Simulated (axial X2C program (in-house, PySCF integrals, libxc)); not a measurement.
# SAsS: bond lengths and stretches, held linear

How do method and spin–orbit coupling move the bonds and stretches of SAsS, held linear?

The runs use an in-house X2C program for linear molecules on PySCF integrals; all-electron X2C, two-component (2c) or spin-free, S dyall-av3z, As dyall-v3z.

All values are calculated.

2 further runs of the same task are left out: 2 set aside as unsound or not needed.

### Step 1. The job

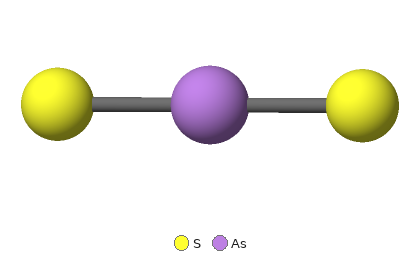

The atoms on one line, bonds 2.080 and 2.080 Å (sulfur yellow, arsenic purple).

task.json

```json
{"zs": [16, 33, 16], "q": 0, "bas": ["dyall-av3z", "dyall-v3z", "dyall-av3z"], "r0": [2.08, 2.08], "symm": 1, "scan": ["PBE0", "HF", "BHandHLYP"], "levels": ["PBE0", "HF", "TPSSh"], "nst": 2}
```

Keys: zs atomic numbers; q charge; bas basis sets; r0 starting distance in Å; symm equal bonds; scan levels of the two-bond scan; levels methods; nst determinants followed.

Launch:

```
$ python solin.py task.json out
```

Masses S 31.972, As 74.922, S 31.972 u.

### Step 2. Scan at PBE0, 2c

State: Ω = 1/2 (beyond evenly filled blocks: ω = 1/2). Energies above the lowest point, from the job's result record:

```csv
r(S–As) (Å),r(As–S) (Å),E (meV)
2.0377,2.0377,57.83
2.0377,2.0900,22.84
2.0377,2.1422,34.96
2.0900,2.0377,22.84
2.0900,2.0900,0.00
2.0900,2.1422,24.22
2.0900,2.1945,83.10
2.1422,2.0377,34.96
2.1422,2.0900,24.22
2.1422,2.1422,60.61
2.1945,2.0900,83.10
2.1945,2.1945,214.85
```

A quadratic surface with cubic terms in each bond gives the minimum at 2.088 and 2.088 Å, force constants 2.8, 2.8 and coupling 0.71 mdyn/Å.

### Step 3. Scan at BHandHLYP, 2c

State: Ω = 1/2 (beyond evenly filled blocks: ω = 1/2). Energies above the lowest point, from the job's result record:

```csv
r(S–As) (Å),r(As–S) (Å),E (meV)
2.0377,2.0377,41.72
2.0377,2.0900,13.29
2.0377,2.1422,28.36
2.0900,2.0377,13.29
2.0900,2.0900,0.00
2.0900,2.1422,30.30
2.0900,2.1945,91.20
2.1422,2.0377,28.36
2.1422,2.0900,30.30
2.1422,2.1422,76.18
2.1945,2.0900,91.20
2.1945,2.1945,245.43
```

A quadratic surface with cubic terms in each bond gives the minimum at 2.081 and 2.081 Å, force constants 2.71, 2.71 and coupling 0.91 mdyn/Å.

### Step 4. Scan at PBE0, spin-free

State: M_S = 1/2, Λ = 0 (beyond evenly filled blocks: σα). Energies above the lowest point, from the job's result record:

```csv
r(S–As) (Å),r(As–S) (Å),E (meV)
2.0377,2.0377,56.42
2.0377,2.0900,22.13
2.0377,2.1422,34.89
2.0900,2.0377,22.13
2.0900,2.0900,0.00
2.0900,2.1422,24.88
2.0900,2.1945,84.37
2.1422,2.0377,34.89
2.1422,2.0900,24.88
2.1422,2.1422,61.96
2.1945,2.0900,84.37
2.1945,2.1945,217.51
```

A quadratic surface with cubic terms in each bond gives the minimum at 2.087 and 2.087 Å, force constants 2.81, 2.81 and coupling 0.71 mdyn/Å.

### Step 5. Comparison

| level | r(S–As) (Å) | r(As–S) (Å) | lower stretch (cm⁻¹) | upper stretch (cm⁻¹) |
| --- | --- | --- | --- | --- |
| PBE0, 2c | 2.088 | 2.088 | 431.8 | 453.1 |
| BHandHLYP, 2c | 2.081 | 2.081 | 421.0 | 438.7 |
| PBE0, spin-free | 2.087 | 2.087 | 432.2 | 453.6 |
| HF, spin-free | 2.068 | 2.068 | 374.1 | 456.6 |
| BHandHLYP, spin-free | 2.080 | 2.080 | 421.8 | 439.5 |

Scans not shown above were run alike.

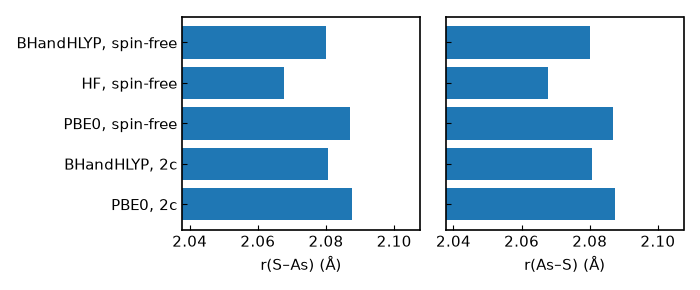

The two bond lengths by level.

**Reading.** Over the levels the S–As bond spans 2.068 to 2.088 Å and the As–S bond 2.068 to 2.088 Å. At PBE0 spin–orbit coupling leaves both bonds unchanged to 0.001 Å. Each state is one determinant, the lowest of a limited PBE0 search; the stretches come from a fit to few points and are good to some per cent at best. The stretches are sorted by size, and where the two bonds are alike the symmetric and antisymmetric modes can swap order between levels. The molecule was held linear; bending was not examined, so a bent shape may lie lower.
